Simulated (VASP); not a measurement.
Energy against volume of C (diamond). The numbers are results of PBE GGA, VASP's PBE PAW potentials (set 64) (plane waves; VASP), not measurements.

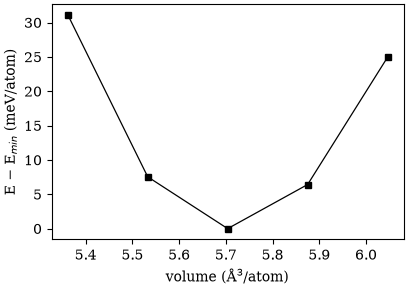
Fig. 1. Energy against volume

### Question
Estimate the equilibrium volume and the bulk modulus.

### Answer
The minimum lies near 5.7 Å³/atom, and the curvature gives B0 of about 430 GPa.

Measured: bulk modulus 455 GPa at 0 K (computed value off by -4.6 %), as given by Daniel Mejia-Rodriguez et al., Physical Review B (2018), arXiv:1807.09216 [0 K value with the zero-point phonon effect removed]; a 3.553 Å at 0 K (computed value off by +0.6 %), as given by Daniel Mejia-Rodriguez et al., Physical Review B (2018), arXiv:1807.09216 [static lattice: zero-point anharmonic expansion removed].

The compound is C in the diamond structure. It was relaxed first.
